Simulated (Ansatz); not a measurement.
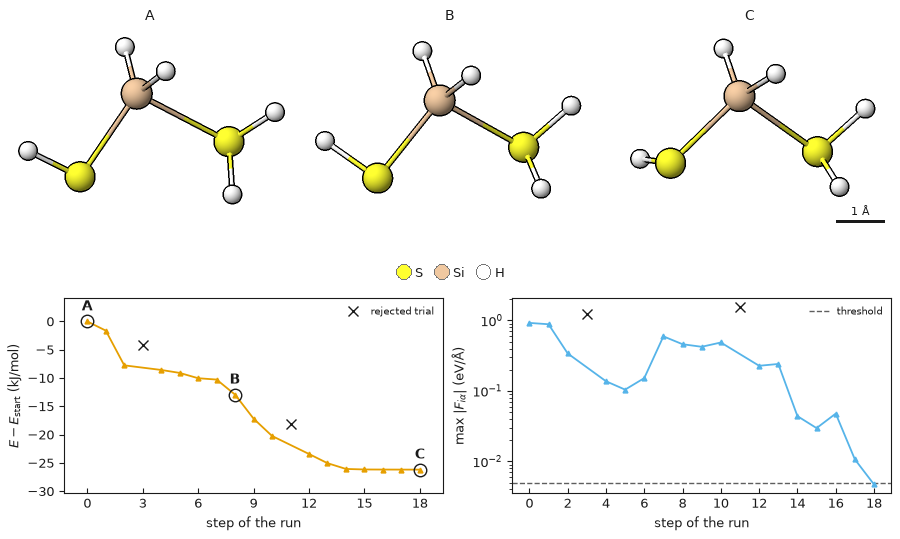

Frames of a relaxation of SiH$_{5}$S$_{2}$ (charge +1), marked on the history of the run. A ball-and-stick model, seen from a free direction.

Level of theory: Ansatz, RKS PBE0-D4/def2-TZVP. Set-up: force threshold 0.005 eV/Å; at most 200 steps.

What happens along the run?

Answer. The energy falls by 26.2 kJ/mol in 16 accepted moves (18 points after the start). The largest force component goes from 0.92 to 0.0047 eV/Å. The line search rejected the trial steps at points 3, 11 of the run. The atom that moves furthest after the best rigid fit is an H atom (1.11 Å). By element the largest moves are H 1.11 Å, S 0.73 Å, Si 0.26 Å. Near-neighbour distances that change, for instance: S–Si 2.389 → 2.337 Å, S–Si 2.111 → 2.079 Å, H–S 1.328 → 1.348 Å, H–Si 1.455 → 1.472 Å. Among the angles between lasting bonds that change: S–Si–S 97.3° → 105.9°, S–Si–H 117.5° → 112.5°, Si–S–H 98.3° → 94.0°. Groups turn about S–Si by about 95°, S–Si by about 25°. From step 0 to 8: an H atom moves most (0.58 Å), energy −12.9 kJ/mol. From step 8 to 18: an H atom moves most (0.72 Å), energy −13.2 kJ/mol.

| step | E − E(0), kJ/mol | largest force component, eV/Å | note |
| --- | --- | --- | --- |
| 0 | 0.00 | 0.9229 |  |
| 1 | -1.62 | 0.8836 |  |
| 2 | -7.75 | 0.3405 |  |
| 3 | -4.22 | 1.2272 | rejected |
| 4 | -8.57 | 0.1373 |  |
| 5 | -9.09 | 0.1043 |  |
| 6 | -10.03 | 0.1521 |  |
| 7 | -10.27 | 0.5949 |  |
| 8 | -12.93 | 0.4598 |  |
| 9 | -17.17 | 0.4231 |  |
| 10 | -20.23 | 0.4867 |  |
| 11 | -18.18 | 1.5707 | rejected |
| 12 | -23.41 | 0.2274 |  |
| 13 | -25.03 | 0.2414 |  |
| 14 | -26.05 | 0.0439 |  |
| 15 | -26.15 | 0.0297 |  |
| 16 | -26.16 | 0.0477 |  |
| 17 | -26.17 | 0.0107 |  |
| 18 | -26.17 | 0.0047 |  |
